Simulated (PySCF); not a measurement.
System: C₅H₈OS₂Si (SMILES O=C/C=C/[SiH]1SCCS1).

```xyz
17

O     4.3855    1.0224   -0.3935
C     3.6535    0.2180    0.1211
C     2.2413    0.0299   -0.2208
C     1.4849   -0.9106    0.3493
Si   -0.3311   -1.2108   -0.0268
S    -1.6001   -0.7114    1.6391
C    -2.3089    0.7946    0.8816
C    -2.5777    0.5933   -0.5909
S    -1.0365    0.1929   -1.4868
H     4.0154   -0.4640    0.9172
H     1.8427    0.6921   -0.9784
H     1.9354   -1.5488    1.1002
H    -0.6174   -2.5858   -0.4088
H    -1.6091    1.6143    1.0457
H    -3.2351    0.9957    1.4192
H    -3.2864   -0.2181   -0.7574
H    -2.9631    1.5083   -1.0402
```

Geometry: GFN2-xTB.

Theory: PBE0/pcSseg-1, SCF density, gas phase, non-relativistic (PySCF).

**Predict the electron density and electron localisation function between the atoms.**

C–O (1.20 Å): ρ is about 3.3 e/Å³ halfway; the ELF peaks at about 0.85 between the atoms: a short, multiple covalent bond.
C–C (1.33 Å): ρ is about 2.3 e/Å³ halfway; the ELF peaks at about 0.90 between the atoms; a short, multiple covalent bond.
C–Si (1.88 Å): ρ at the midpoint is about 0.95 e/Å³; the ELF peaks at about 0.95 between the atoms; a covalent bond.
Si–S (2.14 Å): ρ is about 0.85 e/Å³ halfway; the ELF peaks at about 0.90 between the atoms: a shared electron pair.

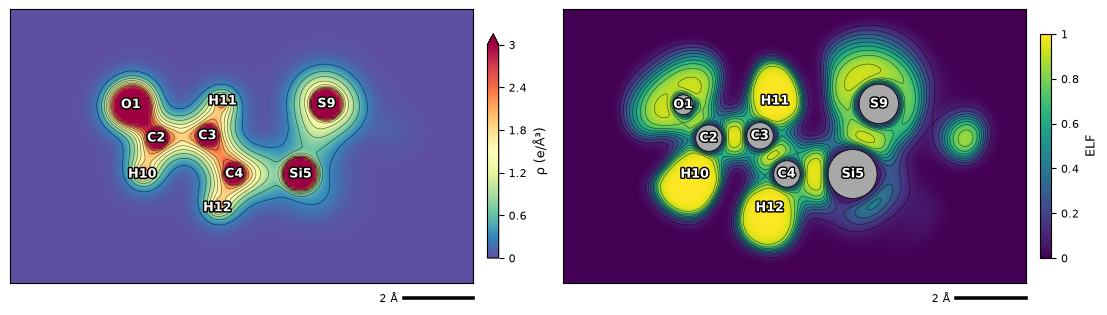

Computed electron density and electron localisation function on the plane of atoms O1, C2 and H10, in this order. Grey discs cover the atomic cores in the ELF map. 
